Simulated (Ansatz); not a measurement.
# CH₅Al (quintet): from Hartree-Fock to the top rungs, cc-pVDZ

Aim: climb from Hartree-Fock through coupled cluster for CH₅Al (quintet) at one geometry and basis, and see what each rung misses.

Method: cc-pVDZ, core rule «outside noble gas», up to 6 orbitals frozen; program: Ansatz 0.2.0, Gaussian basis.

To be run: UHF; CCSD(T) on ROHF; CCSD(T) on UHF; BCCD(T) on ROHF; CISD as a restricted active space (open shells left free, so some higher excitations enter); CCSDT(Q) on ROHF; CCSDT(Q) on UHF.

23 further runs of the same task are left out: 10 that didn't finish, 13 set aside as unsound or not needed. Runs told in other sessions of the task aren't counted.

## Step 1: The system

The geometry is a PBE0/def2-TZVP stationary point (not a proven minimum) of the parent state, kept for this charge and spin.

7 atoms, charge 0, spin multiplicity 5.

Atoms are counted from 1 here; the program's logs count them from 0.

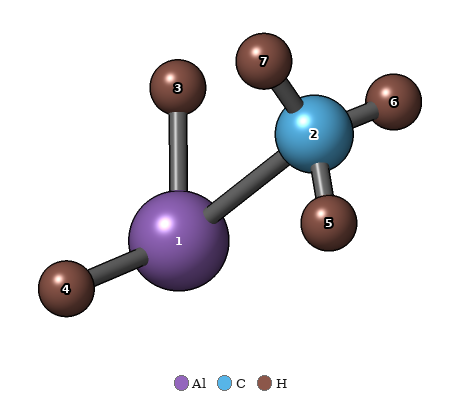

The geometry (aluminium purple, carbon blue, hydrogen brown); atoms are numbered from 1 in the order of the file.

In the tables R marks a restricted open-shell determinant and U an unrestricted one; energies count from the table's Hartree-Fock row.

## Step 2: UHF

in.yaml

```yaml
crystal:
  periodic: [false, false, false]
  atoms:
    - {symbol: Al, position_ang: [-0.075561, 0.043982, 0.780641]}
    - {symbol: C, position_ang: [0.033843, -0.074052, -1.457524]}
    - {symbol: H, position_ang: [0.785360, 1.318208, 0.170521]}
    - {symbol: H, position_ang: [0.792780, -1.184102, 1.332093]}
    - {symbol: H, position_ang: [-0.461553, -1.044708, -1.377941]}
    - {symbol: H, position_ang: [-0.564953, 0.725006, -1.876418]}
    - {symbol: H, position_ang: [1.067775, -0.109341, -1.777245]}
basis:
  gaussian: {orbitals: cc-pVDZ}
magnetization: {spin_polarized: true, initial_magnetization: 4}
hamiltonian: {xc: hf}
output: {orbitals: {seedname: orbitals}}
```

Started as:

```sh
> ansatz run in.yaml --threads 1 --pin off --events-out ev --progress --plain --max-ram 2393MiB
```

Output:

```text
Functional definition: HF
  name "HF"
  cite "Fock, Z. Phys. 61, 126 (1930) doi:10.1007/BF01340294"
  parent pbe
  exchange = exact_x
  correlation = 0
525 factors; integrals over basis functions are off by at most 1.2e-3 eV
mean field evaluation 1: about -7680.7117 eV, gradient 1.4e1 eV
mean field evaluation 2: about -7680.7668 eV, gradient 1.4e1 eV
mean field evaluation 4: about -7683.4327 eV, gradient 2.8e0 eV
mean field evaluation 8: about -7683.6670 eV, gradient 2.7e-1 eV
mean field evaluation 16: about -7683.6786 eV, gradient 2.0e-5 eV
mean field evaluation 32: about -7683.0113 eV, gradient 4.3e0 eV
mean field evaluation 64: about -7682.8904 eV, gradient 5.9e0 eV
mean field -7683.67861138 eV, -282.3699807836 hartree, gradient 2.0e-5 eV, S^2 6.056383; 1 other end points of the search recorded, 0 dependent functions left out
reference -7683.67861138 eV, -282.3699807836 hartree; 14, 10 occupied and 43, 47 virtual orbitals, 525 factors
Total energy: -7683.67861138 eV, -282.3699807836 hartree
```

Wall time 1.8 s (1 thread of AMD EPYC 7B13, shared host).

From the report: ⟨S²⟩ of the determinant 6.056 (pure quintet: 6.00).

## Step 3: CCSD(T) on ROHF

Edit in.yaml of step 2 so:

```diff
@@ -12,4 +12,3 @@
   gaussian: {orbitals: cc-pVDZ}
-magnetization: {spin_polarized: true, initial_magnetization: 4}
-hamiltonian: {xc: hf}
-output: {orbitals: {seedname: orbitals}}
+magnetization: {spin_polarized: false, initial_magnetization: 4}
+correlation: {method: ccsd_t, electrons: outside_noble_gas}
```

The command is unchanged.

Output (excerpt; [...] marks lines left out):

```text
Functional definition: HF
  name "HF"
  cite "Fock, Z. Phys. 61, 126 (1930) doi:10.1007/BF01340294"
  parent pbe
[...]
525 factors; integrals over basis functions are off by at most 1.2e-3 eV
[...]
mean field -7683.31479811 eV, -282.3566108926 hartree, gradient 5.4e-6 eV, S^2 6.000000; 8 other end points of the search recorded, 0 dependent functions left out
[...]
determinant -7683.31479811 eV, -282.3566108926 hartree, with singles and doubles -7689.72960987 eV, -282.5923508766 hartree
determinant -7683.27864506 eV, -282.3552822927 hartree, with singles and doubles -7689.72822228 eV, -282.5922998839 hartree
determinant -7683.21671178 eV, -282.3530062864 hartree, with singles and doubles -7689.76028013 eV, -282.5934779881 hartree
determinant -7681.45478791 eV, -282.2882567785 hartree, with singles and doubles -7687.81705740 eV, -282.5220658700 hartree
determinant -7681.39262112 eV, -282.2859721912 hartree, with singles and doubles -7687.84935361 eV, -282.5232527338 hartree
determinant -7683.31479811 eV, -282.3566108926 hartree, with singles and doubles -7689.73738055 eV, -282.5926364441 hartree
determinant -7683.27864506 eV, -282.3552822927 hartree, with singles and doubles -7689.73699038 eV, -282.5926221056 hartree
determinant -7683.21671178 eV, -282.3530062864 hartree, with singles and doubles -7689.76030902 eV, -282.5934790498 hartree
[...]
6 core orbitals not correlated: weight in the atoms' cores, before any rotation towards them, 1.000 or more for the frozen orbitals, at most 0.000 for the correlated occupied ones
reference -7683.21671178 eV, -282.3530062864 hartree; 8, 4 occupied and 43, 47 virtual orbitals, 525 factors
second order -5.28584708 eV of doubles, -0.23974296 eV of singles
cycle   1  -6.14845133 eV  change   -8.8e-1 eV  update   7.8e-2
[...]
cycle  13  -6.54359722 eV  change    7.7e-6 eV  update   6.7e-6
perturbative correction -0.17773709 eV, -0.0065317177 hartree
WARN: these amplitudes may be one of several solutions (largest doubles amplitude 0.09, level shift 1.55 eV)
Total energy: -7689.93804609 eV, -282.6000107667 hartree
```

Wall time 9.5 s (1 thread of AMD EPYC 7B13, shared host).

From the report: correlation -6.7213 eV; T1 0.029; largest double amplitude 0.09. The report flags that the cluster equations may have other roots.

## Step 4: CCSD(T) on UHF

Edit in.yaml of step 3 so:

```diff
@@ -12,3 +12,3 @@
   gaussian: {orbitals: cc-pVDZ}
-magnetization: {spin_polarized: false, initial_magnetization: 4}
+magnetization: {spin_polarized: true, initial_magnetization: 4}
 correlation: {method: ccsd_t, electrons: outside_noble_gas}
```

The command is unchanged.

Output (excerpt; [...] marks lines left out):

```text
Functional definition: HF
  name "HF"
  cite "Fock, Z. Phys. 61, 126 (1930) doi:10.1007/BF01340294"
  parent pbe
[...]
525 factors; integrals over basis functions are off by at most 1.2e-3 eV
[...]
mean field -7683.67861138 eV, -282.3699807836 hartree, gradient 3.6e-6 eV, S^2 6.056383; 7 other end points of the search recorded, 0 dependent functions left out
determinant -7683.67861138 eV, -282.3699807836 hartree, with singles and doubles -7689.76457968 eV, -282.5936359938 hartree
determinant -7681.91358120 eV, -282.3051171210 hartree, with singles and doubles -7687.84615878 eV, -282.5231353257 hartree
determinant -7681.31775925 eV, -282.2832210684 hartree, with singles and doubles -7687.58951058 eV, -282.5137036785 hartree
determinant -7680.73376167 eV, -282.2617595529 hartree, with singles and doubles -7687.30789983 eV, -282.5033546743 hartree
6 core orbitals not correlated: weight in the atoms' cores, before any rotation towards them, 1.000 or more for the frozen orbitals, at most 0.000 for the correlated occupied ones
reference -7683.67861138 eV, -282.3699807836 hartree; 8, 4 occupied and 43, 47 virtual orbitals, 525 factors
second order -4.99066784 eV of doubles, -0.00000000 eV of singles
cycle   1  -6.08622599 eV  change   -2.6e-4 eV  update   2.8e-3
[...]
cycle   9  -6.08814447 eV  change    9.1e-6 eV  update   6.6e-6
perturbative correction -0.17057197 eV, -0.0062684043 hartree
Total energy: -7689.93732782 eV, -282.5999843706 hartree
```

Wall time 5.5 s (1 thread of AMD EPYC 7B13, shared host).

From the report: ⟨S²⟩ of the determinant 6.056 (pure quintet: 6.00); correlation -6.2587 eV; T1 0.029; largest double amplitude 0.09.

## Step 5: BCCD(T) on ROHF

Edit in.yaml of step 4 so:

```diff
@@ -12,3 +12,3 @@
   gaussian: {orbitals: cc-pVDZ}
-magnetization: {spin_polarized: true, initial_magnetization: 4}
-correlation: {method: ccsd_t, electrons: outside_noble_gas}
+magnetization: {spin_polarized: false, initial_magnetization: 4}
+correlation: {method: bccd_t, electrons: outside_noble_gas}
```

Same command.

Output (excerpt; [...] marks lines left out):

```text
Functional definition: HF
  name "HF"
  cite "Fock, Z. Phys. 61, 126 (1930) doi:10.1007/BF01340294"
  parent pbe
[...]
525 factors; integrals over basis functions are off by at most 1.2e-3 eV
[...]
mean field -7683.31479811 eV, -282.3566108926 hartree, gradient 5.4e-6 eV, S^2 6.000000; 8 other end points of the search recorded, 0 dependent functions left out
[...]
determinant -7683.31479811 eV, -282.3566108926 hartree, with singles and doubles -7689.72960987 eV, -282.5923508766 hartree
determinant -7683.27864506 eV, -282.3552822927 hartree, with singles and doubles -7689.72822228 eV, -282.5922998839 hartree
determinant -7683.21671178 eV, -282.3530062864 hartree, with singles and doubles -7689.76028013 eV, -282.5934779881 hartree
determinant -7681.45478791 eV, -282.2882567785 hartree, with singles and doubles -7687.81705740 eV, -282.5220658700 hartree
determinant -7681.39262112 eV, -282.2859721912 hartree, with singles and doubles -7687.84935361 eV, -282.5232527338 hartree
determinant -7683.31479811 eV, -282.3566108926 hartree, with singles and doubles -7689.73738055 eV, -282.5926364441 hartree
determinant -7683.27864506 eV, -282.3552822927 hartree, with singles and doubles -7689.73699038 eV, -282.5926221056 hartree
determinant -7683.21671178 eV, -282.3530062864 hartree, with singles and doubles -7689.76030902 eV, -282.5934790498 hartree
[...]
6 core orbitals not correlated: weight in the atoms' cores, before any rotation towards them, 1.000 or more for the frozen orbitals, at most 0.000 for the correlated occupied ones
reference -7683.21671178 eV, -282.3530062864 hartree; 8, 4 occupied and 43, 47 virtual orbitals, 525 factors
second order -5.28584708 eV of doubles, -0.23974296 eV of singles
cycle   1  -6.54844864 eV  change   -4.9e-3 eV  update   9.4e-3
[...]
cycle  11  -6.54052910 eV  change    2.3e-7 eV  update   1.2e-5
perturbative correction -0.18007794 eV, -0.0066177421 hartree
WARN: these amplitudes may be one of several solutions (largest doubles amplitude 0.09, level shift 1.55 eV)
Total energy: -7689.93731882 eV, -282.5999840397 hartree
```

It took 11 s on 1 thread of AMD EPYC 7B13, shared host.

From the report: correlation -6.7206 eV; largest double amplitude 0.09. The report flags that the cluster equations may have other roots.

## Step 6: CISD as a restricted active space (open shells left free, so some higher excitations enter)

Edit in.yaml of step 5 so:

```diff
@@ -13,2 +13,2 @@
 magnetization: {spin_polarized: false, initial_magnetization: 4}
-correlation: {method: bccd_t, electrons: outside_noble_gas}
+correlation: {active_space: {ras: {orbitals: [4, 4, 43], electrons: 12, max_holes: 2, max_particles: 2}, fixed_orbitals: true}}
```

Same command.

Output:

```text
Functional definition: HF
  name "HF"
  cite "Fock, Z. Phys. 61, 126 (1930) doi:10.1007/BF01340294"
  parent pbe
  exchange = exact_x
  correlation = 0
525 factors; integrals over basis functions are off by at most 1.2e-3 eV
mean field evaluation 1: about -7681.0506 eV, gradient 1.5e1 eV
mean field evaluation 2: about -7681.1027 eV, gradient 1.5e1 eV
mean field evaluation 4: about -7683.1508 eV, gradient 2.8e0 eV
mean field evaluation 8: about -7683.2230 eV, gradient 3.7e-1 eV
mean field evaluation 16: about -7683.2881 eV, gradient 4.0e-1 eV
mean field evaluation 32: about -7683.2786 eV, gradient 5.3e-3 eV
mean field -7683.31479811 eV, -282.3566108926 hartree, gradient 5.4e-6 eV, S^2 6.000000; 3 other end points of the search recorded, 0 dependent functions left out
reference -7683.31479811 eV, -282.3566108926 hartree; 14, 10 occupied and 43, 47 virtual orbitals, 525 factors
state -7689.15945387 eV, -282.5713980303 hartree
Total energy: -7689.15945387 eV, -282.5713980303 hartree
```

Wall time 21 s (1 thread of AMD EPYC 7B13, shared host); peak memory 0.26 GiB.

From the report: 793,575 determinants.

## Step 7: CCSDT(Q) on ROHF

Edit in.yaml of step 6 so:

```diff
@@ -13,2 +13,2 @@
 magnetization: {spin_polarized: false, initial_magnetization: 4}
-correlation: {active_space: {ras: {orbitals: [4, 4, 43], electrons: 12, max_holes: 2, max_particles: 2}, fixed_orbitals: true}}
+correlation: {method: ccsdt_q, electrons: outside_noble_gas}
```

Launched as before.

Output (excerpt; [...] marks lines left out):

```text
Functional definition: HF
  name "HF"
  cite "Fock, Z. Phys. 61, 126 (1930) doi:10.1007/BF01340294"
  parent pbe
[...]
1108 factors; integrals over basis functions are off by at most 2.1e-7 eV
[...]
mean field -7683.31489326 eV, -282.3566143893 hartree, gradient 5.4e-6 eV, S^2 6.000000; 8 other end points of the search recorded, 0 dependent functions left out
[...]
determinant -7683.31489326 eV, -282.3566143893 hartree, with singles and doubles -7689.72967608 eV, -282.5923533101 hartree
determinant -7683.27874139 eV, -282.3552858329 hartree, with singles and doubles -7689.72828644 eV, -282.5923022416 hartree
determinant -7683.21680475 eV, -282.3530097031 hartree, with singles and doubles -7689.76034733 eV, -282.5934804578 hartree
determinant -7681.45488134 eV, -282.2882602122 hartree, with singles and doubles -7687.81713581 eV, -282.5220687515 hartree
determinant -7681.39271753 eV, -282.2859757342 hartree, with singles and doubles -7687.84942628 eV, -282.5232554043 hartree
determinant -7683.31489326 eV, -282.3566143893 hartree, with singles and doubles -7689.73744657 eV, -282.5926388702 hartree
determinant -7683.27874139 eV, -282.3552858329 hartree, with singles and doubles -7689.73705583 eV, -282.5926245108 hartree
determinant -7683.21680475 eV, -282.3530097031 hartree, with singles and doubles -7689.76037590 eV, -282.5934815074 hartree
[...]
6 core orbitals not correlated: weight in the atoms' cores, before any rotation towards them, 1.000 or more for the frozen orbitals, at most 0.000 for the correlated occupied ones
reference -7683.21680475 eV, -282.3530097031 hartree; 8, 4 occupied and 43, 47 virtual orbitals, 1108 factors
second order -5.28585896 eV of doubles, -0.23974343 eV of singles
cycle   1  -6.14843010 eV  change   -8.8e-1 eV  update   8.4e-2
[...]
cycle  18  -6.75419012 eV  change   -1.1e-6 eV  update   9.4e-7
perturbative correction -0.00935831 eV, -0.0003439115 hartree
WARN: these amplitudes may be one of several solutions (largest doubles amplitude 0.10, level shift 1.55 eV)
Total energy: -7689.98035318 eV, -282.6015655234 hartree
```

It took 2.7 min on 1 thread of AMD EPYC 7B13, shared host; peak memory 1.1 GiB.

From the report: correlation -6.7635 eV; T1 0.029; largest double amplitude 0.10. The report flags that the cluster equations may have other roots.

## Step 8: CCSDT(Q) on UHF

Edit in.yaml of step 7 so:

```diff
@@ -12,3 +12,3 @@
   gaussian: {orbitals: cc-pVDZ}
-magnetization: {spin_polarized: false, initial_magnetization: 4}
+magnetization: {spin_polarized: true, initial_magnetization: 4}
 correlation: {method: ccsdt_q, electrons: outside_noble_gas}
```

Launched as before.

Output (excerpt; [...] marks lines left out):

```text
Functional definition: HF
  name "HF"
  cite "Fock, Z. Phys. 61, 126 (1930) doi:10.1007/BF01340294"
  parent pbe
[...]
1108 factors; integrals over basis functions are off by at most 2.1e-7 eV
[...]
mean field -7683.67870471 eV, -282.3699842136 hartree, gradient 3.6e-6 eV, S^2 6.056383; 7 other end points of the search recorded, 0 dependent functions left out
determinant -7683.67870471 eV, -282.3699842136 hartree, with singles and doubles -7689.76464594 eV, -282.5936384284 hartree
determinant -7681.91367683 eV, -282.3051206353 hartree, with singles and doubles -7687.84622832 eV, -282.5231378814 hartree
determinant -7681.31788412 eV, -282.2832256570 hartree, with singles and doubles -7687.58960231 eV, -282.5137070495 hartree
determinant -7680.73386694 eV, -282.2617634215 hartree, with singles and doubles -7687.30797344 eV, -282.5033573795 hartree
6 core orbitals not correlated: weight in the atoms' cores, before any rotation towards them, 1.000 or more for the frozen orbitals, at most 0.000 for the correlated occupied ones
reference -7683.67870471 eV, -282.3699842136 hartree; 8, 4 occupied and 43, 47 virtual orbitals, 1108 factors
second order -4.99067762 eV of doubles, -0.00000000 eV of singles
cycle   1  -5.70108843 eV  change   -7.1e-1 eV  update   8.3e-2
[...]
cycle  18  -6.29332078 eV  change    3.4e-7 eV  update   1.0e-6
perturbative correction -0.00911795 eV, -0.0003350785 hartree
Total energy: -7689.98114344 eV, -282.6015945649 hartree
```

Run time: 2.3 min. Hardware: 1 thread of AMD EPYC 7B13, shared host; peak memory 0.9 GiB.

From the report: ⟨S²⟩ of the determinant 6.056 (pure quintet: 6.00); correlation -6.3024 eV; T1 0.030; largest double amplitude 0.10.

## Step 9: The ladder

The yardstick is UCCSDT(Q), where the cluster series has nearly closed. Rows without a time are mean-field rows or come out of runs for another level: lower rungs of the coupled-cluster runs, or the Hartree-Fock search.

Differences are taken before rounding.

| method | energy from the lowest ROHF (meV) | from UCCSDT(Q) (meV) | time |
| --- | --- | --- | --- |
| ROHF | 0.0 | +6666.3 |  |
| UHF | -363.8 | +6302.5 |  |
| RMP2 | -5427.5 | +1238.8 |  |
| UMP2 | -5354.5 | +1311.9 |  |
| CISD | -5844.7 | +821.7 | 21 s |
| RCCSD | -6445.5 | +220.8 |  |
| UCCSD | -6452.0 | +214.4 |  |
| RCCSD(T) | -6623.2 | +43.1 | 9.5 s |
| UCCSD(T) | -6622.5 | +43.8 | 5.5 s |
| BCCD(T) | -6622.5 | +43.8 | 11 s |
| RCCSDT | -6656.2 | +10.1 |  |
| UCCSDT | -6657.2 | +9.1 |  |
| RCCSDT(Q) | -6665.6 | +0.8 | 2.7 min |
| UCCSDT(Q) | -6666.3 | 0 | 2.3 min |

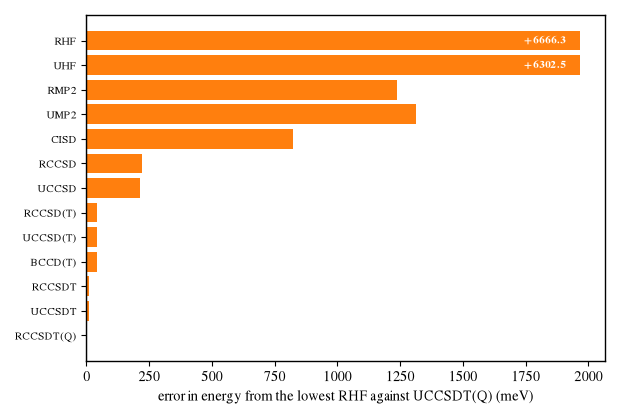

Error of each method against UCCSDT(Q). Bars with a number in them are cut short.

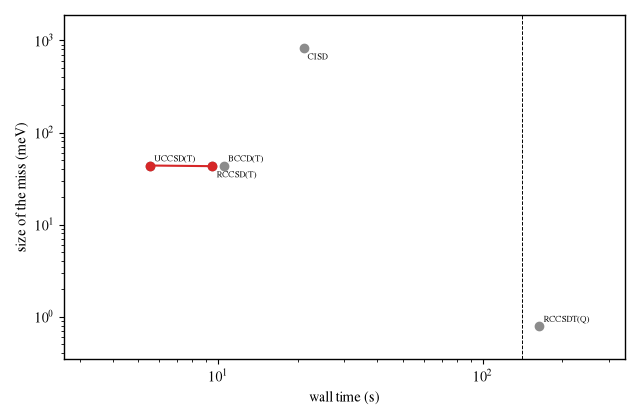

Miss against cost. Red marks the levels that no quicker level drawn beats (of those quicker than the yardstick), and the dashed line is the time of UCCSDT(Q). Times are from a shared host.

The ROHF row is the lowest such solution found; the determinant under the restricted MP2 and coupled-cluster rows lies 0.10 eV higher.

The program flags RCCSD(T), BCCD(T), RCCSDT(Q) as in doubt (see the logs), so those rows may rest on another solution.

## Step 10: Results

```
                         quantity                                value
    UCCSDT(Q) from the ROHF energy                           -6.6663 eV
              RMP2 from UCCSDT(Q)                          +1238.8 meV
              UMP2 from UCCSDT(Q)                          +1311.9 meV
             RCCSD from UCCSDT(Q)                           +220.8 meV
          RCCSD(T) from UCCSDT(Q)                            +43.1 meV
          UCCSD(T) from UCCSDT(Q)                            +43.8 meV
         RCCSDT(Q) from UCCSDT(Q)                             +0.8 meV
levels within 1 kcal/mol (43 meV)  RCCSD(T), RCCSDT, UCCSDT, RCCSDT(Q)
                    T1 diagnostic                                0.029
```

RCCSD(T) misses by +43.1 meV, 0.6 % of the correlation energy. Coupled cluster took another determinant than the lowest Hartree-Fock one. These misses are within one basis, not against nature; the frozen cores of restricted and unrestricted runs differ, which can shift their rows.

With open shells the CI space here admits some higher excitations, so it is larger than plain CISD.

For cost: RCCSD(T) gets within 43.1 meV in 9.5 s, where UCCSDT(Q) took 2.3 min; the quickest level in the cost chart, UCCSD(T), takes 5.5 s and misses by 43.8 meV.
